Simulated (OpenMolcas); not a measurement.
# GeSiH4O2 (SMILES [OH][Ge][O][SiH3]), step by step

Wanted: a single-point energy (HF/ANO-RCC-MB), then a single-point energy (CASSCF(2,2)/ANO-RCC-VDZP), then an energy scan (CASPT2(2,2)/ANO-RCC-VDZP), then the energy along one coordinate (SC-NEVPT2(2,2)/ANO-RCC-VDZP), then an energy scan (MC-PDFT[tPBE](2,2)/ANO-RCC-VDZP) of GeSiH4O2. 

The calculation is run with OpenMolcas 26.06.

## Step 1: The system as given

GeSiH4O2: 8 atoms, total charge 0, spin state singlet. SMILES: `[OH][Ge][O][SiH3]`. The coordinates come from a PBE0-D4/def2-TZVP relaxation. This is one conformer, not always the lowest.

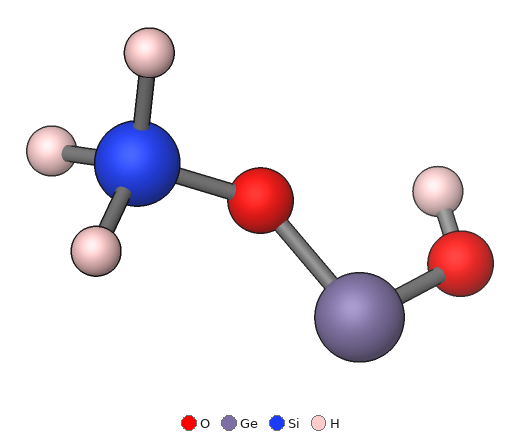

Viewed from a chosen angle; oxygen red, germanium purple, silicon blue, hydrogen pink.

## Step 2: The energy at HF/ANO-RCC-MB (DKH2) (run 1)

File struct.xyz:

```xyz
8

O      1.410100     2.505300     0.149500
Ge     1.623900     0.902600    -0.581400
O      0.084300     0.200200     0.031000
Si    -0.715100    -1.229100    -0.056600
H      0.587200     2.577300     0.646600
H     -2.046000    -1.018000    -0.682500
H      0.048600    -2.214700    -0.872700
H     -0.900800    -1.780800     1.310300
```

File step1.inp:

```
&GATEWAY
 Coord
 struct.xyz
 Basis
 ANO-RCC-MB
 Group
 NoSym

&SEWARD

&SCF
 PrOrbitals
 0

&LOCALISATION
 Occupied
 Freeze
 Pipek-Mezey

&LOCALISATION
 FileOrb
 $Project.LocOrb
 Virtual
 Pipek-Mezey
```

Run with:

```console
$ export MOLCAS_MEM=1860
$ pymolcas step1.inp > step1.log
```

What it wrote:

```text
--- Start Module: gateway ---
[...]
--- Stop Module: gateway /rc=_RC_ALL_IS_WELL_ ---
[...]
      Basis functions           41
[...]
       Convergence after  11 Iterations
[...]
::    Total SCF energy                              -2538.5577137146
[...]
      Total spin, S                                     0.0000000000
[...]
      Total electronic charge=   66.000000
      Total            charge=   -0.000000
[...]
      Dipole Moment (debye):
      Origin of the operator (angstrom)=    0.8817    0.5304   -0.2992
                   X= -2.7804E-01               Y= -1.3036E+00               Z= -3.3723E-01           Total=  1.3749E+00
      Quadrupole Moment (debye*angstrom):
[...]
--- Start Module: localisation ---
[...]
--- Stop Module: localisation /rc=_RC_ALL_IS_WELL_ ---
--- Start Module: localisation ---
[...]
--- Stop Module: localisation /rc=_RC_ALL_IS_WELL_ ---
[...]
```

Run time: 12 s. Hardware: 1 thread of Intel Xeon Platinum 8259CL at 2.50GHz (Skylake/Cascade Lake), shared host; peak memory 0.41 GiB.

## Step 3: The energy at CASSCF(2,2)/ANO-RCC-VDZP (DKH2, RICD fitting) (run 2)

struct.xyz is that of step 2.

File step2.input:

```
&GATEWAY
 Coord = struct.xyz
 Basis = ANO-RCC-MB
 Group = NoSym

&SEWARD

&RASSCF
 FileOrb = $CurrDir/step1.LocOrb
 Alter = 2
 1 24 33
 1 34 37
 Spin = 1
 Nactel = 2 0 0
 Inactive = 32
 Ras2 = 2
 OrbListing = Nothing
>>> COPY $Project.RunFile RUNFIL1
>>> COPY $Project.RasOrb INPORB

&GATEWAY
 Coord = struct.xyz
 Basis = ANO-RCC-VDZP
 Group = NoSym
 RICD

&SEWARD
>>> COPY $Project.RunFile RUNFIL2

&EXPBAS

&RASSCF
 FileOrb = $Project.ExpOrb
 Spin = 1
 Nactel = 2 0 0
 Inactive = 32
 Ras2 = 2
 OrbListing = Nothing
```

Run with:

```console
$ export MOLCAS_MEM=1860
$ pymolcas step2.input > step2.log
```

What it wrote:

```text
--- Start Module: gateway ---
[...]
      Basis functions           41
[...]
      Number of active orbitals                  2
[...]
      Spin quantum number                      0.0
[...]
      Active orbitals                            2
[...]
      Number of CSFs                             3
[...]
      Number of root(s) required                 1
[...]
      Convergence after  9 iterations
[...]
      printout of CI-coefficients larger than  0.05 for root  1
      energy=   -2538.571273
      conf/sym  11     Coeff  Weight
             1  20   0.99405 0.98814
             3  02  -0.10888 0.01186
      Natural orbitals and occupation numbers for root  1
      sym 1:   1.976290   0.023710
      ************************************************************************************************************************
      *                                                    Final results                                                     *
[...]
::    RASSCF root number  1 Total energy:  -2538.57127264
[...]
      Basis functions           93
[...]
      Convergence after 13 iterations
[...]
      Natural orbitals and occupation numbers for root  1
      sym 1:   1.981929   0.018071
      ************************************************************************************************************************
      *                                                    Final results                                                     *
[...]
::    RASSCF root number  1 Total energy:  -2538.88773450
[...]
      Total electronic charge=   66.000000
      Total            charge=   -0.000000
[...]
      Dipole Moment (debye):
      Origin of the operator (angstrom)=    0.8817    0.5304   -0.2992
                   X= -7.3616E-02               Y= -1.2961E+00               Z= -5.1471E-01           Total=  1.3965E+00
      Quadrupole Moment (debye*angstrom):
[...]
```

Run time: 32 s. Hardware: 1 thread of Intel Xeon Platinum 8259CL at 2.50GHz (Skylake/Cascade Lake), shared host; peak memory 0.41 GiB.

## Step 4: The energy along one coordinate at CASPT2(2,2)/ANO-RCC-VDZP (DKH2, RICD fitting, ipea shift 0.25 Eh, pt2 variant SS) (run 3)

File step3.inp:

```
* GeH4O2Si CASPT2
>>> EXPORT MOLCAS_PRINT=2
>>> COPY $CurrDir/step2.RasOrb $Project.RasOrb
>>> ForEach K in (1, 2, 3, 4, 5, 6, 7, 8, 9)

&GATEWAY
 Coord=$CurrDir/point$K.xyz
 Basis=ANO-RCC-VDZP
 Group=NoSym
 RICD

&SEWARD

&RASSCF
 FileOrb=$Project.RasOrb
 Spin=1
 Nactel=2 0 0
 Inactive=32
 Ras2=2
 OrbListing=Nothing

&CASPT2
 Imaginary=0.2
 Frozen=16
>>> EndDo
```

Run with:

```console
$ export MOLCAS_MEM=1860
$ pymolcas step3.inp > step3.log
```

What it wrote:

```text
[...]
      Basis functions           93
[...]
      Number of active orbitals                  2
[...]
      Spin quantum number                      0.0
[...]
      Active orbitals                            2
[...]
      Number of CSFs                             3
[...]
      Number of root(s) required                 1
[...]
      Convergence after 11 iterations
[...]
      printout of CI-coefficients larger than  0.05 for root  1
      energy=   -2538.876544
      conf/sym  11     Coeff  Weight
             1  20   0.99694 0.99389
             3  02  -0.07817 0.00611
      Natural orbitals and occupation numbers for root  1
      sym 1:   1.987778   0.012222
      ************************************************************************************************************************
      *                                                    Final results                                                     *
[...]
::    RASSCF root number  1 Total energy:  -2538.87654376
[...]
::    CASPT2 Root  1     Total energy:  -2539.61291532
[...]
      Convergence after 11 iterations
[...]
      Natural orbitals and occupation numbers for root  1
      sym 1:   1.981921   0.018079
      ************************************************************************************************************************
      *                                                    Final results                                                     *
[...]
      Convergence after 10 iterations
[...]
      Convergence after  9 iterations
[...]
      Convergence after 10 iterations
[...]
::    RASSCF root number  1 Total energy:  -2538.75298908
[...]
::    CASPT2 Root  1     Total energy:  -2539.48093423
[...]
      Convergence after  9 iterations
[...]
::    RASSCF root number  1 Total energy:  -2538.74836180
[...]
      Reference weight:           0.82704
[...]
::    CASPT2 Root  1     Total energy:  -2539.47552409
[...]
```

Run time: 2.9 min. Hardware: 1 thread of Intel Xeon Platinum 8259CL at 2.50GHz (Skylake/Cascade Lake), shared host; peak memory 0.24 GiB.

The scan, from its lowest point:

```tsv
H6–Si4 (Å)	energy (kJ/mol)
1.337	26.5
1.486	0.0
1.634	13.9
1.857	69.2
2.154	158.5
2.526	254.8
2.972	329.6
3.566	373.0
4.457	387.2
```

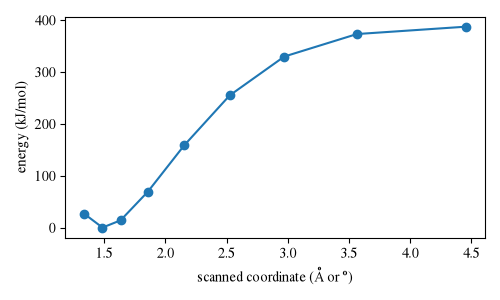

Energy along the scan.

## Step 5: An energy scan at SC-NEVPT2(2,2)/ANO-RCC-VDZP (DKH2, RICD fitting, pt2 variant SC-NEVPT2) (run 4)

File step4.input:

```
>>> COPY $CurrDir/step2.RasOrb $Project.RasOrb
>>> ForEach K in (1, 2, 3, 4, 5, 6, 7, 8, 9)
&GATEWAY
COORD = $CurrDir/point$K.xyz
BASIS = ANO-RCC-VDZP
GROUP = NoSym
RICD
&SEWARD
&RASSCF
FILEORB = $Project.RasOrb
SPIN = 1
NACTEL = 2 0 0
INACTIVE = 32
RAS2 = 2
ORBLISTING = Nothing
&CASPT2
SC-NEVPT2
FROZEN = 16
>>> EndDo
```

Run with:

```console
$ export MOLCAS_MEM=1860
$ pymolcas step4.input > step4.log
```

What it wrote:

```text
--- Start Module: gateway ---
[...]
      Basis functions           93
[...]
      Number of active orbitals                  2
[...]
      Spin quantum number                      0.0
[...]
      Active orbitals                            2
[...]
      Number of CSFs                             3
[...]
      Number of root(s) required                 1
[...]
      Convergence after 11 iterations
[...]
      printout of CI-coefficients larger than  0.05 for root  1
      energy=   -2538.876544
      conf/sym  11     Coeff  Weight
             1  20   0.99694 0.99389
             3  02  -0.07817 0.00611
      Natural orbitals and occupation numbers for root  1
      sym 1:   1.987778   0.012222
      ************************************************************************************************************************
      *                                                    Final results                                                     *
[...]
::    RASSCF root number  1 Total energy:  -2538.87654376
[...]
::    SC-NEVPT2 Root  1     Total energy:  -2539.60794617
[...]
      Convergence after 11 iterations
[...]
      Natural orbitals and occupation numbers for root  1
      sym 1:   1.981921   0.018079
      ************************************************************************************************************************
      *                                                    Final results                                                     *
[...]
      Convergence after 10 iterations
[...]
      Convergence after  9 iterations
[...]
      Convergence after 10 iterations
[...]
::    RASSCF root number  1 Total energy:  -2538.75298908
[...]
::    SC-NEVPT2 Root  1     Total energy:  -2539.47935771
[...]
      Convergence after  9 iterations
[...]
::    RASSCF root number  1 Total energy:  -2538.74836180
[...]
::    SC-NEVPT2 Root  1     Total energy:  -2539.47426269
[...]
```

Wall time 2.7 min (1 thread of Intel Xeon Platinum 8259CL at 2.50GHz (Skylake/Cascade Lake), shared host); peak memory 0.24 GiB.

The scan, from its lowest point:

```tsv
H6–Si4 (Å)	energy (kJ/mol)
1.337	28.0
1.486	0.0
1.634	12.8
1.857	66.7
2.154	154.7
2.526	249.9
2.972	323.6
3.566	365.6
4.457	379.0
```

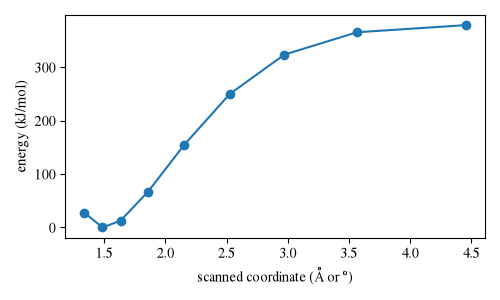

Energy along the scan.

## Step 6: The energy along one coordinate at MC-PDFT[tPBE](2,2)/ANO-RCC-VDZP (DKH2, RICD fitting) (run 5)

File step5.input:

```
>>> COPY $CurrDir/step2.RasOrb $Project.RasOrb
>>> ForEach K in (1, 2, 3, 4, 5, 6, 7, 8, 9)

&GATEWAY
 Coord
 $CurrDir/point$K.xyz
 Basis
 ANO-RCC-VDZP
 Group
 NoSym
 RICD

&SEWARD

&RASSCF
 FileOrb
 $Project.RasOrb
 Spin
 1
 Nactel
 2 0 0
 Inactive
 32
 Ras2
 2
 OrbListing
 Nothing

&MCPDFT
 KSDFT
 T:PBE
>>> EndDo
```

Run with:

```console
$ export MOLCAS_MEM=1860
$ pymolcas step5.input > step5.log
```

What it wrote:

```text
--- Start Module: gateway ---
[...]
      Basis functions           93
[...]
      Number of active orbitals                  2
[...]
      Spin quantum number                      0.0
[...]
      Active orbitals                            2
[...]
      Number of CSFs                             3
[...]
      Number of root(s) required                 1
[...]
      Convergence after 11 iterations
[...]
      printout of CI-coefficients larger than  0.05 for root  1
      energy=   -2538.876544
      conf/sym  11     Coeff  Weight
             1  20   0.99694 0.99389
             3  02  -0.07817 0.00611
      Natural orbitals and occupation numbers for root  1
      sym 1:   1.987778   0.012222
      ************************************************************************************************************************
      *                                                    Final results                                                     *
[...]
::    RASSCF root number  1 Total energy:  -2538.87654376
[...]
::    MCPDFT root number  1 Total energy:  -2541.29250314
[...]
      Convergence after 11 iterations
[...]
      Natural orbitals and occupation numbers for root  1
      sym 1:   1.981921   0.018079
      ************************************************************************************************************************
      *                                                    Final results                                                     *
[...]
      Convergence after 10 iterations
[...]
      Convergence after  9 iterations
[...]
      Convergence after 10 iterations
[...]
::    RASSCF root number  1 Total energy:  -2538.75298908
[...]
::    MCPDFT root number  1 Total energy:  -2541.15728397
[...]
      Convergence after  9 iterations
[...]
::    RASSCF root number  1 Total energy:  -2538.74836180
[...]
::    MCPDFT root number  1 Total energy:  -2541.15223904
[...]
```

It took 2.5 min on 1 thread of Intel Xeon Platinum 8259CL at 2.50GHz (Skylake/Cascade Lake), shared host; peak memory 0.24 GiB.

The scan, from its lowest point:

```tsv
H6–Si4 (Å)	energy (kJ/mol)
1.337	28.4
1.486	0.0
1.634	11.9
1.857	64.6
2.154	152.7
2.526	251.8
2.972	334.0
3.566	383.4
4.457	396.7
```

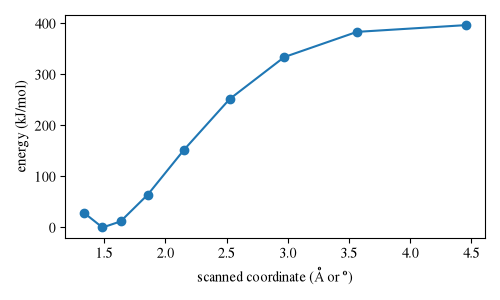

Energy along the scan.

## Step 7: What came out

```
                                                         quantity           value
                               run 1, HF/ANO-RCC-MB: total energy  -2538.55771 Eh
                              run 1, HF/ANO-RCC-MB: dipole moment          1.37 D
                                run 1, HF/ANO-RCC-MB: HOMO energy       -10.42 eV
                                run 1, HF/ANO-RCC-MB: LUMO energy         1.50 eV
                              run 1, HF/ANO-RCC-MB: HOMO–LUMO gap        11.92 eV
                    run 2, CASSCF(2,2)/ANO-RCC-VDZP: total energy  -2538.88773 Eh
  run 2, CASSCF(2,2)/ANO-RCC-VDZP: dipole moment (CASSCF density)          1.40 D
       run 3, CASPT2(2,2)/ANO-RCC-VDZP: lowest energy of the scan  -2539.62301 Eh
    run 4, SC-NEVPT2(2,2)/ANO-RCC-VDZP: lowest energy of the scan  -2539.61860 Eh
run 5, MC-PDFT[tPBE](2,2)/ANO-RCC-VDZP: lowest energy of the scan  -2541.30333 Eh
```

What this shows: Mulliken charges (run 1, HF/ANO-RCC-MB) run from -0.90 on O3 to +0.97 on Ge2; they depend strongly on the basis. Mulliken charges (run 2, CASSCF(2,2)/ANO-RCC-VDZP) run from -1.09 on O3 to +1.26 on Ge2.
